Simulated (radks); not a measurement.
# Shell filling in a jellium sphere with rs = 3.07 bohr, N = 6 to 10

Which level does each new electron take in a jellium sphere with rs = 3.07 bohr, and at which counts is the cluster hardest to charge further? Each count tries a few candidate levels and keeps the lowest. The background charge grows with the count, so each cluster is neutral; its cation and anion are computed too.

Method: non-relativistic spin-polarised Kohn-Sham, exchange-only LDA, spherically averaged shells; computed with radks, version 2.

**1. The model**

```
well                     : a jellium sphere with rs = 3.07 bohr
functional               : exchange-only LDA
levels                   : named by radial order: 1s, 1p, 1d, 2s, 1f and so on
units                    : hartree and bohr; summary energies in eV
configuration carried in : 1s2 1p(up 3, down 0) (N = 5, energy -0.113201)
```

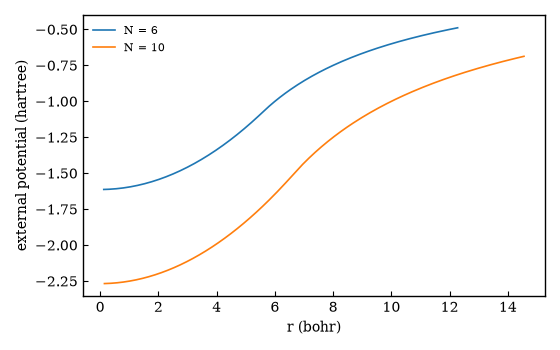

The external potential that the electrons feel, for the smallest and largest background.

**2. 6 electrons**

Next run: add 1p down. The run's settings:

```ini
kind = jellium
xc = LDAX
rs = 3.07  # bohr
electrons = 6
background = 6  # e
configuration = 1s2 1p(up 3, down 1)
```

Command:

```sh
> python run_model.py task.json out
```

task.json names the series; the program runs every candidate in turn, and a move starts from the lowest state found so far. In the records, mag is the spin moment and err the last SCF error.

From the run's result record (rounded, not every field):

```text
{
  "status": "converged",
  "energy_total [hartree]": -0.125503095,
  "energy_kinetic [hartree]": 0.5680752,
  "energy_external [hartree]": -7.285479,
  "energy_hartree [hartree]": 3.455755,
  "energy_xc [hartree]": -0.7358213,
  "energy_background [hartree]": 3.871967,
  "orbitals [level, occupation, hartree, mean radius in bohr]": [
    ["1s up", 1, -0.199219, 3.90084],
    ["1p up", 3, -0.114691, 5.03354],
    ["1s down", 1, -0.164243, 3.87295],
    ["1p down", 1, -0.0794527, 5.26441]
  ],
  "r2_mean [bohr^2]": 25.23121,
  "mag [bohr magneton]": 2,
  "err": 3.4e-10,
  "spill_out [electrons]": 1.668681
}
```

Next run: add 2s up. Changed: configuration = 1s2 1p(up 3, down 0) 2s(up 1, down 0).

Result:

```text
{
  "status": "converged",
  "energy_total [hartree]": -0.0872953715,
  "energy_kinetic [hartree]": 0.5803768,
  "energy_external [hartree]": -7.1019,
  "energy_hartree [hartree]": 3.304644,
  "energy_xc [hartree]": -0.7423829,
  "energy_background [hartree]": 3.871967,
  "orbitals [level, occupation, hartree, mean radius in bohr]": [
    ["1s up", 1, -0.235818, 3.84826],
    ["1p up", 3, -0.148876, 4.93526],
    ["2s up", 1, -0.0543333, 7.34173],
    ["1s down", 1, -0.165298, 3.80153]
  ],
  "r2_mean [bohr^2]": 30.09759,
  "mag [bohr magneton]": 4,
  "err": 1.2e-09,
  "spill_out [electrons]": 1.955506
}
```

Next run: add 1d up. Changed: configuration = 1s2 1p(up 3, down 0) 1d(up 1, down 0).

Result:

```text
{
  "status": "converged",
  "energy_total [hartree]": -0.0910683583,
  "energy_kinetic [hartree]": 0.6272634,
  "energy_external [hartree]": -7.201719,
  "energy_hartree [hartree]": 3.383335,
  "energy_xc [hartree]": -0.7719146,
  "energy_background [hartree]": 3.871967,
  "orbitals [level, occupation, hartree, mean radius in bohr]": [
    ["1s up", 1, -0.22213, 3.89763],
    ["1p up", 3, -0.137267, 4.96097],
    ["1d up", 1, -0.0466998, 6.40462],
    ["1s down", 1, -0.156375, 3.61772]
  ],
  "r2_mean [bohr^2]": 26.81918,
  "mag [bohr magneton]": 4,
  "err": 1.3e-10,
  "spill_out [electrons]": 1.802718
}
```

The cation, at the same background. Changed: electrons = 5, configuration = 1s2 1p(up 3, down 0).

Result:

```text
{
  "status": "converged",
  "energy_total [hartree]": 0.0149002475,
  "energy_kinetic [hartree]": 0.5300065,
  "energy_external [hartree]": -6.333057,
  "energy_hartree [hartree]": 2.609,
  "energy_xc [hartree]": -0.6630157,
  "energy_background [hartree]": 3.871967,
  "orbitals [level, occupation, hartree, mean radius in bohr]": [
    ["1s up", 1, -0.361166, 3.76446],
    ["1p up", 3, -0.269978, 4.7091],
    ["1s down", 1, -0.29797, 3.61832]
  ],
  "r2_mean [bohr^2]": 21.02673,
  "mag [bohr magneton]": 3,
  "err": 9.8e-11,
  "spill_out [electrons]": 0.9936119
}
```

The anion, at the same background (1s2 1p(up 3, down 2)): an occupied level came out unbound, so its energy isn't used.

| candidate | configuration | above the lowest (eV) |
| --- | --- | --- |
| add 1p down | 1s2 1p(up 3, down 1) | lowest |
| add 2s up | 1s2 1p(up 3, down 0) 2s(up 1, down 0) | 1.04 |
| add 1d up | 1s2 1p(up 3, down 0) 1d(up 1, down 0) | 0.937 |

The series goes on from 1s2 1p(up 3, down 1).

**3. Electron number 7**

Next run: add 1p down. The run's settings:

```ini
kind = jellium
xc = LDAX
rs = 3.07  # bohr
electrons = 7
background = 7  # e
configuration = 1s2 1p(up 3, down 2)
```

From the run's result record (rounded, not every field):

```text
{
  "status": "converged",
  "energy_total [hartree]": -0.164720862,
  "energy_kinetic [hartree]": 0.6483081,
  "energy_external [hartree]": -9.498509,
  "energy_hartree [hartree]": 4.536386,
  "energy_xc [hartree]": -0.8571225,
  "energy_background [hartree]": 5.006216,
  "orbitals [level, occupation, hartree, mean radius in bohr]": [
    ["1s up", 1, -0.194958, 4.02299],
    ["1p up", 3, -0.115398, 5.15398],
    ["1s down", 1, -0.179179, 4.0244],
    ["1p down", 2, -0.099964, 5.25567]
  ],
  "r2_mean [bohr^2]": 26.84878,
  "mag [bohr magneton]": 1,
  "err": 6.3e-10,
  "spill_out [electrons]": 1.811437
}
```

Next run: add 1d up. Changed: configuration = 1s2 1p(up 3, down 1) 1d(up 1, down 0).

Result:

```text
{
  "status": "converged",
  "energy_total [hartree]": -0.109567081,
  "energy_kinetic [hartree]": 0.7053515,
  "energy_external [hartree]": -9.408302,
  "energy_hartree [hartree]": 4.456534,
  "energy_xc [hartree]": -0.8693672,
  "energy_background [hartree]": 5.006216,
  "orbitals [level, occupation, hartree, mean radius in bohr]": [
    ["1s up", 1, -0.217604, 4.00984],
    ["1p up", 3, -0.13737, 5.07699],
    ["1d up", 1, -0.0504284, 6.41954],
    ["1s down", 1, -0.177354, 3.85527],
    ["1p down", 1, -0.0915429, 5.16482]
  ],
  "r2_mean [bohr^2]": 28.19213,
  "mag [bohr magneton]": 3,
  "err": 3.7e-10,
  "spill_out [electrons]": 1.943308
}
```

Next run: add 2s up. Changed: configuration = 1s2 1p(up 3, down 1) 2s(up 1, down 0).

Result:

```text
{
  "status": "converged",
  "energy_total [hartree]": -0.103488198,
  "energy_kinetic [hartree]": 0.6638248,
  "energy_external [hartree]": -9.303112,
  "energy_hartree [hartree]": 4.372307,
  "energy_xc [hartree]": -0.8427244,
  "energy_background [hartree]": 5.006216,
  "orbitals [level, occupation, hartree, mean radius in bohr]": [
    ["1s up", 1, -0.229595, 3.96041],
    ["1p up", 3, -0.147471, 5.06041],
    ["2s up", 1, -0.0548903, 7.25679],
    ["1s down", 1, -0.185178, 4.04079],
    ["1p down", 1, -0.106229, 5.14435]
  ],
  "r2_mean [bohr^2]": 30.85281,
  "mag [bohr magneton]": 3,
  "err": 1.9e-10,
  "spill_out [electrons]": 2.113431
}
```

The cation, at the same background. Changed: electrons = 6, configuration = 1s2 1p(up 3, down 1).

Result:

```text
{
  "status": "converged",
  "energy_total [hartree]": -0.000668301315,
  "energy_kinetic [hartree]": 0.6134452,
  "energy_external [hartree]": -8.421951,
  "energy_hartree [hartree]": 3.564135,
  "energy_xc [hartree]": -0.7625135,
  "energy_background [hartree]": 5.006216,
  "orbitals [level, occupation, hartree, mean radius in bohr]": [
    ["1s up", 1, -0.352156, 3.88007],
    ["1p up", 3, -0.266304, 4.84178],
    ["1s down", 1, -0.316325, 3.848],
    ["1p down", 1, -0.229527, 4.96515]
  ],
  "r2_mean [bohr^2]": 23.22391,
  "mag [bohr magneton]": 2,
  "err": 5e-11,
  "spill_out [electrons]": 1.16191
}
```

The anion, at the same background (1s2 1p6): an occupied level came out unbound, so its energy isn't used.

| candidate | configuration | above the lowest (eV) |
| --- | --- | --- |
| add 1p down | 1s2 1p(up 3, down 2) | lowest |
| add 1d up | 1s2 1p(up 3, down 1) 1d(up 1, down 0) | 1.50 |
| add 2s up | 1s2 1p(up 3, down 1) 2s(up 1, down 0) | 1.67 |

Lowest: 1s2 1p(up 3, down 2).

**4. Electron number 8**

Next run: add 1p down. The run's settings:

```ini
kind = jellium
xc = LDAX
rs = 3.07  # bohr
electrons = 8
background = 8  # e
configuration = 1s2 1p6
```

From the run's result record (rounded, not every field):

```text
{
  "status": "converged",
  "energy_total [hartree]": -0.222747061,
  "energy_kinetic [hartree]": 0.7233484,
  "energy_external [hartree]": -11.95147,
  "energy_hartree [hartree]": 5.74256,
  "energy_xc [hartree]": -0.9912534,
  "energy_background [hartree]": 6.254072,
  "orbitals [level, occupation, hartree, mean radius in bohr]": [
    ["1s up", 1, -0.188986, 4.15791],
    ["1p up", 3, -0.114451, 5.29852],
    ["1s down", 1, -0.188986, 4.15791],
    ["1p down", 3, -0.114451, 5.29852]
  ],
  "r2_mean [bohr^2]": 28.35774,
  "mag [bohr magneton]": 0,
  "err": 1.3e-09,
  "spill_out [electrons]": 1.932088,
  "alpha [bohr^3]": 397.1405
}
```

Next run: add 1d up. Changed: configuration = 1s2 1p(up 3, down 2) 1d(up 1, down 0).

Result:

```text
{
  "status": "converged",
  "energy_total [hartree]": -0.154297411,
  "energy_kinetic [hartree]": 0.7785487,
  "energy_external [hartree]": -11.85752,
  "energy_hartree [hartree]": 5.657921,
  "energy_xc [hartree]": -0.9873172,
  "energy_background [hartree]": 6.254072,
  "orbitals [level, occupation, hartree, mean radius in bohr]": [
    ["1s up", 1, -0.210602, 4.14585],
    ["1p up", 3, -0.135499, 5.22257],
    ["1d up", 1, -0.0530154, 6.49986],
    ["1s down", 1, -0.189627, 4.01318],
    ["1p down", 2, -0.109905, 5.21091]
  ],
  "r2_mean [bohr^2]": 29.51149,
  "mag [bohr magneton]": 2,
  "err": 8.3e-10,
  "spill_out [electrons]": 2.061018
}
```

Next run: add 2s up. Changed: configuration = 1s2 1p(up 3, down 2) 2s(up 1, down 0).

Result:

```text
{
  "status": "converged",
  "energy_total [hartree]": -0.146486957,
  "energy_kinetic [hartree]": 0.7417948,
  "energy_external [hartree]": -11.74787,
  "energy_hartree [hartree]": 5.568481,
  "energy_xc [hartree]": -0.9629621,
  "energy_background [hartree]": 6.254072,
  "orbitals [level, occupation, hartree, mean radius in bohr]": [
    ["1s up", 1, -0.221535, 4.08941],
    ["1p up", 3, -0.144483, 5.20867],
    ["2s up", 1, -0.0549896, 7.23156],
    ["1s down", 1, -0.196375, 4.20884],
    ["1p down", 2, -0.123358, 5.21537]
  ],
  "r2_mean [bohr^2]": 31.76376,
  "mag [bohr magneton]": 2,
  "err": 5.2e-10,
  "spill_out [electrons]": 2.239394
}
```

The cation, at the same background. Changed: electrons = 7, configuration = 1s2 1p(up 2, down 3).

Result:

```text
{
  "status": "converged",
  "energy_total [hartree]": -0.0438432409,
  "energy_kinetic [hartree]": 0.6922298,
  "energy_external [hartree]": -10.76024,
  "energy_hartree [hartree]": 4.653476,
  "energy_xc [hartree]": -0.883379,
  "energy_background [hartree]": 6.254072,
  "orbitals [level, occupation, hartree, mean radius in bohr]": [
    ["1s up", 1, -0.32524, 4.00937],
    ["1p up", 2, -0.244967, 5.05404],
    ["1s down", 1, -0.341136, 4.01306],
    ["1p down", 3, -0.260863, 4.99321]
  ],
  "r2_mean [bohr^2]": 25.09186,
  "mag [bohr magneton]": -1,
  "err": 1.1e-10,
  "spill_out [electrons]": 1.299674
}
```

The anion, at the same background (1s2 1p6 1d(up 1, down 0)): an occupied level came out unbound, so its energy isn't used.

| candidate | configuration | above the lowest (eV) |
| --- | --- | --- |
| add 1p down | 1s2 1p6 | lowest |
| add 1d up | 1s2 1p(up 3, down 2) 1d(up 1, down 0) | 1.86 |
| add 2s up | 1s2 1p(up 3, down 2) 2s(up 1, down 0) | 2.08 |

Kept: 1s2 1p6.

From the same record, its empty bound levels (hartree) and its density (bohr, e/bohr³):

```text
empty: [["1d up", -0.034734], ["2s up", -0.02955], ["1d down", -0.034734], ["2s down", -0.02955]]
r: [0.213, 0.7483, 1.284, 1.819, 2.354, 2.889, 3.425, 3.96, 4.495, 5.03, 5.566, 6.101, 6.636, 7.171, 7.707, 8.242, 8.777, 9.312, 9.848, 10.38]
n: [0.005922, 0.006332, 0.007096, 0.008014, 0.008833, 0.009304, 0.009239, 0.008565, 0.007358, 0.005828, 0.004244, 0.002861, 0.001812, 0.0011, 0.0006479, 0.0003745, 0.0002134, 0.0001203, 6.738e-05, 3.768e-05]
```

**5. N = 9**

Next run: add 1d up. The run's settings:

```ini
kind = jellium
xc = LDAX
rs = 3.07  # bohr
electrons = 9
background = 9  # e
configuration = 1s2 1p6 1d(up 1, down 0)
```

From the run's result record (rounded, not every field):

```text
{
  "status": "converged",
  "energy_total [hartree]": -0.216847252,
  "energy_kinetic [hartree]": 0.8466778,
  "energy_external [hartree]": -14.53337,
  "energy_hartree [hartree]": 6.9773,
  "energy_xc [hartree]": -1.118022,
  "energy_background [hartree]": 7.610568,
  "orbitals [level, occupation, hartree, mean radius in bohr]": [
    ["1s up", 1, -0.202996, 4.29089],
    ["1p up", 3, -0.132852, 5.38075],
    ["1d up", 1, -0.0549096, 6.61085],
    ["1s down", 1, -0.197711, 4.14951],
    ["1p down", 3, -0.122873, 5.28027]
  ],
  "r2_mean [bohr^2]": 30.83949,
  "mag [bohr magneton]": 1,
  "err": 1.5e-09,
  "spill_out [electrons]": 2.165815
}
```

Next run: add 2s up. Changed: configuration = 1s2 1p6 2s(up 1, down 0).

Result:

```text
{
  "status": "converged",
  "energy_total [hartree]": -0.207801491,
  "energy_kinetic [hartree]": 0.8142923,
  "energy_external [hartree]": -14.42068,
  "energy_hartree [hartree]": 6.883689,
  "energy_xc [hartree]": -1.095671,
  "energy_background [hartree]": 7.610568,
  "orbitals [level, occupation, hartree, mean radius in bohr]": [
    ["1s up", 1, -0.21318, 4.22245],
    ["1p up", 3, -0.140896, 5.3658],
    ["2s up", 1, -0.0549381, 7.22796],
    ["1s down", 1, -0.203419, 4.35794],
    ["1p down", 3, -0.135226, 5.30298]
  ],
  "r2_mean [bohr^2]": 32.78277,
  "mag [bohr magneton]": 1,
  "err": 2.7e-10,
  "spill_out [electrons]": 2.34719
}
```

Next run: move 1d up to 2s up: the same state as a run above.

The cation, at the same background. Changed: electrons = 8, configuration = 1s2 1p6.

Result:

```text
{
  "status": "converged",
  "energy_total [hartree]": -0.105625824,
  "energy_kinetic [hartree]": 0.7656879,
  "energy_external [hartree]": -13.33109,
  "energy_hartree [hartree]": 5.866443,
  "energy_xc [hartree]": -1.017234,
  "energy_background [hartree]": 7.610568,
  "orbitals [level, occupation, hartree, mean radius in bohr]": [
    ["1s up", 1, -0.329871, 4.15142],
    ["1p up", 3, -0.254848, 5.15189],
    ["1s down", 1, -0.329871, 4.15142],
    ["1p down", 3, -0.254848, 5.15189]
  ],
  "r2_mean [bohr^2]": 26.80657,
  "mag [bohr magneton]": 0,
  "err": 7.1e-10,
  "spill_out [electrons]": 1.419365
}
```

The anion, at the same background (1s2 1p6 1d(up 2, down 0)): an occupied level came out unbound, so its energy isn't used.

| candidate | configuration | above the lowest (eV) |
| --- | --- | --- |
| add 1d up | 1s2 1p6 1d(up 1, down 0) | lowest |
| add 2s up | 1s2 1p6 2s(up 1, down 0) | 0.246 |
| move 1d up to 2s up | 1s2 1p6 2s(up 1, down 0) | 0.246 |

Lowest: 1s2 1p6 1d(up 1, down 0).

**6. 10 electrons**

Next run: add 1d up. The run's settings:

```ini
kind = jellium
xc = LDAX
rs = 3.07  # bohr
electrons = 10
background = 10  # e
configuration = 1s2 1p6 1d(up 2, down 0)
```

From the run's result record (rounded, not every field):

```text
{
  "status": "converged",
  "energy_total [hartree]": -0.225806956,
  "energy_kinetic [hartree]": 0.9705356,
  "energy_external [hartree]": -17.35279,
  "energy_hartree [hartree]": 8.341956,
  "energy_xc [hartree]": -1.257015,
  "energy_background [hartree]": 9.071509,
  "orbitals [level, occupation, hartree, mean radius in bohr]": [
    ["1s up", 1, -0.212576, 4.41302],
    ["1p up", 3, -0.146161, 5.45855],
    ["1d up", 2, -0.070026, 6.54514],
    ["1s down", 1, -0.20171, 4.15665],
    ["1p down", 3, -0.127181, 5.30383]
  ],
  "r2_mean [bohr^2]": 32.71939,
  "mag [bohr magneton]": 2,
  "err": 1.9e-09,
  "spill_out [electrons]": 2.354643
}
```

Next run: add 2s up. Changed: configuration = 1s2 1p6 1d(up 1, down 0) 2s(up 1, down 0).

Result:

```text
{
  "status": "converged",
  "energy_total [hartree]": -0.211798182,
  "energy_kinetic [hartree]": 0.9415337,
  "energy_external [hartree]": -17.24846,
  "energy_hartree [hartree]": 8.256285,
  "energy_xc [hartree]": -1.232666,
  "energy_background [hartree]": 9.071509,
  "orbitals [level, occupation, hartree, mean radius in bohr]": [
    ["1s up", 1, -0.221494, 4.3442],
    ["1p up", 3, -0.153076, 5.44361],
    ["1d up", 1, -0.0766071, 6.55954],
    ["2s up", 1, -0.0638463, 6.84115],
    ["1s down", 1, -0.2042, 4.40709],
    ["1p down", 3, -0.137512, 5.35275]
  ],
  "r2_mean [bohr^2]": 34.13884,
  "mag [bohr magneton]": 2,
  "err": 9.2e-10,
  "spill_out [electrons]": 2.543618
}
```

Next run: add 1d down. Changed: configuration = 1s2 1p6 1d(up 1, down 1).

Result:

```text
{
  "status": "converged",
  "energy_total [hartree]": -0.21445018,
  "energy_kinetic [hartree]": 0.9672929,
  "energy_external [hartree]": -17.34386,
  "energy_hartree [hartree]": 8.33364,
  "energy_xc [hartree]": -1.243032,
  "energy_background [hartree]": 9.071509,
  "orbitals [level, occupation, hartree, mean radius in bohr]": [
    ["1s up", 1, -0.208388, 4.28852],
    ["1p up", 3, -0.1382, 5.39026],
    ["1d up", 1, -0.0603437, 6.5492],
    ["1s down", 1, -0.208388, 4.28852],
    ["1p down", 3, -0.1382, 5.39026],
    ["1d down", 1, -0.0603437, 6.5492]
  ],
  "r2_mean [bohr^2]": 32.83588,
  "mag [bohr magneton]": 0,
  "err": 1.9e-10,
  "spill_out [electrons]": 2.360895
}
```

Next run: move 1d up to 2s up: the same state as a run above.

The cation, at the same background. Changed: electrons = 9, configuration = 1s2 1p6 1d(up 1, down 0).

Result:

```text
{
  "status": "converged",
  "energy_total [hartree]": -0.0988388062,
  "energy_kinetic [hartree]": 0.895638,
  "energy_external [hartree]": -16.04344,
  "energy_hartree [hartree]": 7.124693,
  "energy_xc [hartree]": -1.14724,
  "energy_background [hartree]": 9.071509,
  "orbitals [level, occupation, hartree, mean radius in bohr]": [
    ["1s up", 1, -0.337995, 4.2904],
    ["1p up", 3, -0.267686, 5.26532],
    ["1d up", 1, -0.185499, 6.16726],
    ["1s down", 1, -0.331378, 4.15963],
    ["1p down", 3, -0.256713, 5.19085]
  ],
  "r2_mean [bohr^2]": 29.08533,
  "mag [bohr magneton]": 1,
  "err": 4.9e-10,
  "spill_out [electrons]": 1.627595
}
```

The anion, at the same background (1s2 1p6 1d(up 3, down 0)): an occupied level came out unbound, so its energy isn't used.

| candidate | configuration | above the lowest (eV) |
| --- | --- | --- |
| add 1d up | 1s2 1p6 1d(up 2, down 0) | lowest |
| add 2s up | 1s2 1p6 1d(up 1, down 0) 2s(up 1, down 0) | 0.381 |
| add 1d down | 1s2 1p6 1d(up 1, down 1) | 0.309 |
| move 1d up to 2s up | 1s2 1p6 1d(up 1, down 0) 2s(up 1, down 0) | 0.381 |

Lowest: 1s2 1p6 1d(up 2, down 0).

**7. Collected**

| N | configuration | unpaired | E/N (eV) | ionisation (eV) | affinity (eV) | second difference (eV) | spill-out (e) |
| --- | --- | --- | --- | --- | --- | --- | --- |
| 6 | 1s2 1p(up 3, down 1) | 2 | -0.569 | 3.82 | - | -0.732 | 1.67 |
| 7 | 1s2 1p(up 3, down 2) | 1 | -0.640 | 4.46 | - | -0.512 | 1.81 |
| 8 | 1s2 1p6 | 0 | -0.758 | 4.87 | - | 1.740 | 1.93 |
| 9 | 1s2 1p6 1d(up 1, down 0) | 1 | -0.656 | 3.03 | - | -0.404 | 2.17 |
| 10 | 1s2 1p6 1d(up 2, down 0) | 2 | -0.614 | 3.45 | - | - | 2.35 |

The second difference is E(N+1) + E(N-1) - 2E(N) of neutral clusters.

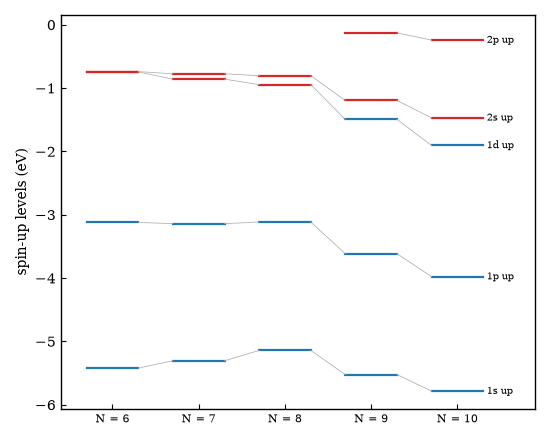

Spin-up levels of the kept configurations; wholly or partly filled blue, empty red.

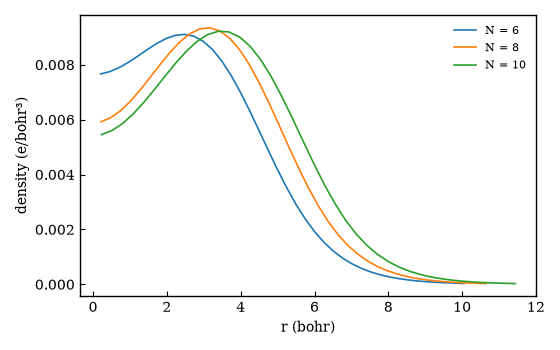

Electron densities along the radius.

**8. Outcome**

| quantity | value |
| --- | --- |
| closed shells at N | 8 |
| largest second difference | 1.74 eV at N = 8 (of N = 6 to 9) |
| most unpaired electrons | 2 at N = 6 and 10 |
| ionisation energies | 3.03 to 4.87 eV |
| polarisability at N = 8 | 397.1 bohr³ |
| configuration at N = 10 | 1s2 1p6 1d(up 2, down 0) |

What this shows: Shells close at N = 8, and the second difference peaks there. The largest moment in range is 2, first at N = 6: exchange favours parallel spins in open shells. The polarisability at N = 8 is 1.72 times the classical R³, since electrons spill past the background. The anion gave no bound, converged state at N = 6, 7, 8, 9 and 10; semilocal functionals bind extra electrons too weakly, through self-interaction. The ions keep the filling of the neutral cluster, less or plus one electron, without a search of their own. The model keeps every shell spherical, so real clusters and dots, which can deform, may order levels otherwise.
